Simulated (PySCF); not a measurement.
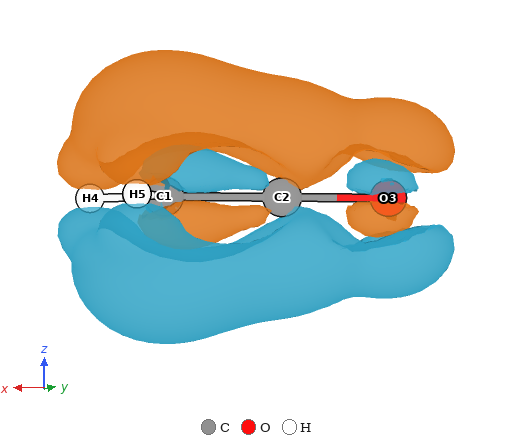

*C₂H₂O, SMILES `C=C=O`. Change of the electron density in a uniform field of 0.21 V/Å, surfaces at ±0.001 e/Å³ (light blue: gain, orange: loss).*

Computed with PySCF, PBE0/6-311G**, geometry: GFN2-xTB. No frequency check shows the geometry to be a minimum. A basis without diffuse functions makes polarisabilities too small.

Cartesian coordinates (Å):

```
C1       1.1921   -0.0000    0.0000
C2      -0.0965    0.0001    0.0000
O3      -1.2584   -0.0000    0.0000
H4       1.7466   -0.9173    0.0000
H5       1.7466    0.9173    0.0000
```

Along which Cartesian direction does the field point?

Answer. Along +z: electrons gather on the −z side, against the field.

How large is the response?

Answer. The induced dipole is 0.13 D (along the field); α along this axis, from the fields in both directions, is 13 bohr³ (1.9 Å³).

Which atoms gain and lose the most charge?

Answer. Hardly any: no atom's Hirshfeld charge changes by as much as 0.002 e. The density shifts from one side of each atom to the other; 0.017 electrons are displaced in all.
